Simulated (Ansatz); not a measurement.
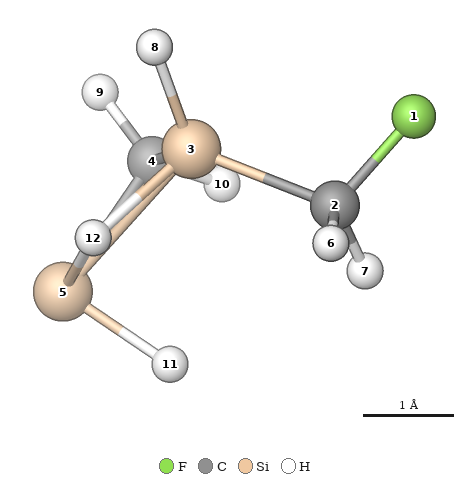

Figure 1. The structure (ball-and-stick view, seen at a tilt; atoms are numbered from 1 in the order of the input).

# C2H7FSi2: single-point calculation

- system: C2H7FSi2, multiplicity 9
- method: UKS BLYP/x2c-TZVPPall (Ansatz 0.2.0)

Some settings of this run were made unusual or wrong on purpose. The geometry comes from this level: PBE0-D4/def2-TZVP. Figures and captions count atoms from 1; the log counts them from 0 in places.

What the program printed
```
Functional definition: BLYP
  name "BLYP"
  cite "Becke, Phys. Rev. A 38, 3098 (1988) doi:10.1103/PhysRevA.38.3098"
  cite "Lee, Yang & Parr, Phys. Rev. B 37, 785 (1988) doi:10.1103/PhysRevB.37.785"
  parameter beta = 0.0042
  parameter a = 0.04918
  parameter b = 0.132
  parameter c = 0.2533
  parameter d = 0.349
  exchange = b88_x(beta = beta)
  correlation = lyp_c(a = a, b = b, c = c, d = d)
1533 factors; their error is unknown
mean field evaluation 1: about -20632.4939 eV, gradient 8.5e1 eV
mean field evaluation 2: about -20446.6654 eV, gradient 1.8e2 eV
mean field evaluation 4: about -20572.6297 eV, gradient 1.1e2 eV
mean field evaluation 8: about -20670.8825 eV, gradient 6.0e0 eV
mean field evaluation 16: about -20671.1103 eV, gradient 2.5e-1 eV
mean field evaluation 32: about -20671.1105 eV, gradient 3.0e-4 eV
mean field evaluation 64: about -20671.1066 eV, gradient 3.1e-1 eV
mean field evaluation 96: about -20669.9133 eV, gradient 2.9e0 eV
mean field evaluation 128: about -20647.3821 eV, gradient 6.0e1 eV
mean field evaluation 160: about -20661.9091 eV, gradient 1.5e1 eV
mean field evaluation 192: about -20512.1990 eV, gradient 1.7e2 eV
mean field evaluation 224: about -20508.5522 eV, gradient 1.7e2 eV
mean field evaluation 256: about -20528.9724 eV, gradient 1.6e2 eV
mean field evaluation 288: about -20671.1481 eV, gradient 1.4e-1 eV
mean field evaluation 320: about -20379.6225 eV, gradient 2.0e2 eV
mean field evaluation 352: about -20671.1105 eV, gradient 3.5e-4 eV
mean field evaluation 384: about -20645.4695 eV, gradient 2.9e1 eV
mean field -20671.11047412 eV, -759.6492985422 hartree, gradient 7.4e-6 eV, S^2 20.005670; 17 other end points of the search recorded, 0 dependent functions left out
the calculation of the forces begins
reference -20671.11085503 eV, -759.6493125401 hartree; 32, 24 occupied and 243, 251 virtual orbitals, 1533 factors
Total energy: -20671.11085503 eV, -759.6493125401 hartree
Relativity: scalar
Atom 0 at    -2.293587    -0.123887     1.141111 Å, force    -3.678952    -2.096249     1.938799 eV/Å
Atom 1 at    -1.371873     0.632015     0.538606 Å, force    -0.961518     2.714571    -0.176080 eV/Å
Atom 2 at     0.242800    -0.184301     0.641437 Å, force    -0.298652    -0.472655     0.582787 eV/Å
Atom 3 at     0.777956    -1.159765    -0.709722 Å, force    -0.083281    -1.408537     0.169269 eV/Å
Atom 4 at     1.797357     0.371696    -1.106736 Å, force     6.499060     0.720566    -2.348528 eV/Å
Atom 5 at    -1.362508     1.573451     1.004419 Å, force     0.620955     1.644284     1.364418 eV/Å
Atom 6 at    -1.647155     0.765378    -0.466161 Å, force    -0.162878    -0.766095    -2.480198 eV/Å
Atom 7 at     0.573648    -0.585751     1.965042 Å, force     0.657062    -0.923091     3.284210 eV/Å
Atom 8 at     1.352448    -2.000130    -0.478926 Å, force     1.709739    -1.977004    -0.143149 eV/Å
Atom 9 at     0.037919    -1.377585    -1.413674 Å, force    -2.227567    -0.535595    -1.988382 eV/Å
Atom 10 at     0.614911     1.135541    -1.532004 Å, force    -2.581389     1.491822    -1.423466 eV/Å
Atom 11 at     1.351908     0.900537     0.449249 Å, force     0.507420     1.607982     1.220320 eV/Å
Dipole moment:    -0.558684     0.180093     0.172832 e Å
```

This output came from the following input.

The input
```yaml
crystal:
  periodic: [false, false, false]
  atoms:
    - {symbol: F, position_ang: [-2.293587, -0.123887, 1.141111]}
    - {symbol: C, position_ang: [-1.371873, 0.632015, 0.538606]}
    - {symbol: Si, position_ang: [0.242800, -0.184301, 0.641437]}
    - {symbol: C, position_ang: [0.777956, -1.159765, -0.709722]}
    - {symbol: Si, position_ang: [1.797357, 0.371696, -1.106736]}
    - {symbol: H, position_ang: [-1.362508, 1.573451, 1.004419]}
    - {symbol: H, position_ang: [-1.647155, 0.765378, -0.466161]}
    - {symbol: H, position_ang: [0.573648, -0.585751, 1.965042]}
    - {symbol: H, position_ang: [1.352448, -2.000130, -0.478926]}
    - {symbol: H, position_ang: [0.037919, -1.377585, -1.413674]}
    - {symbol: H, position_ang: [0.614911, 1.135541, -1.532004]}
    - {symbol: H, position_ang: [1.351908, 0.900537, 0.449249]}
basis:
  gaussian: {orbitals: x2c-TZVPPall}
magnetization: {spin_polarized: true, initial_magnetization: 8}
hamiltonian: {xc: {name: BLYP}}
scf: {lower_state_search: full}
output: {forces: true}
```

Launch command:
```bash
ansatz run in.yaml --threads 4 --pin off --events-out ev --progress --plain --max-ram 10444MiB
```

Outcome

| quantity | value |
| --- | --- |
| outcome | converged |
| total energy | −20671.1109 eV |
| ⟨S²⟩ | 20.006 |
| SCF solution under orbital rotations | stable |
| largest force (length of the vector) | 6.948 eV/Å |
| dipole moment | 2.94 D |
| hardware | 4 threads of Arm Neoverse V2, 23 GiB of memory available, shared host |
| wall time | 61 s (CPU time 3.7 min) |
| peak memory | 1.1 GiB |

Diagnosis

The input was spoiled on purpose: spin. The run converged all the same; its numbers are those of the faulty input and shouldn't be used.
